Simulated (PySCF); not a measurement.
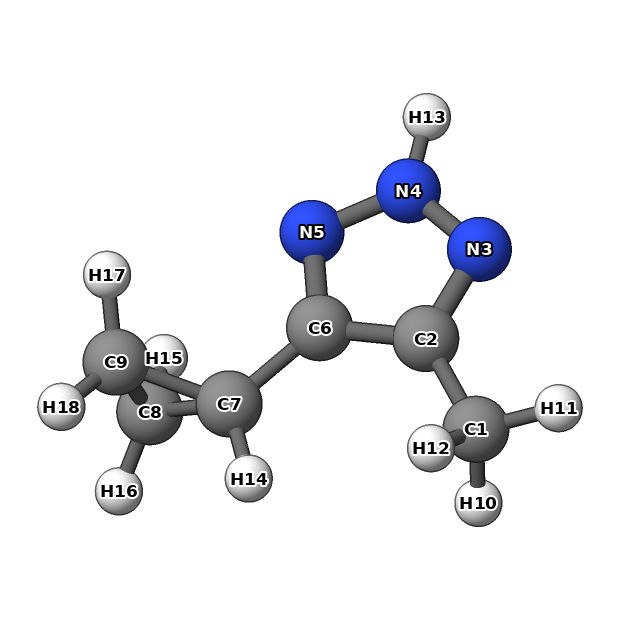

The thickness of each stick grows with its Mayer bond order. The geometry was computed by an optimisation with PBE0-D3(BJ)/def2-SVP. No frequency run is at hand to confirm it as a minimum. Method: PBE0/pcSseg-1 (PySCF 2.14.0).

List the Mayer bond orders of C1–C2, C2–N3, C2–C6, N3–N4, N4–N5, N5–C6, C6–C7, C7–C8, C7–C9, C8–C9 (bonds between heavy atoms, one of each equivalent set). Atoms whose distances differ by more than 0.02 Å in this geometry are listed apart.

```tsv
bond	Mayer order	length (Å)
C1–C2	1.08	1.488
C2–N3	1.48	1.331
C2–C6	1.28	1.418
N3–N4	1.26	1.312
N4–N5	1.25	1.314
N5–C6	1.48	1.331
C6–C7	0.98	1.473
C7–C8	0.94	1.507
C7–C9	0.94	1.508
C8–C9	0.97	1.492
```
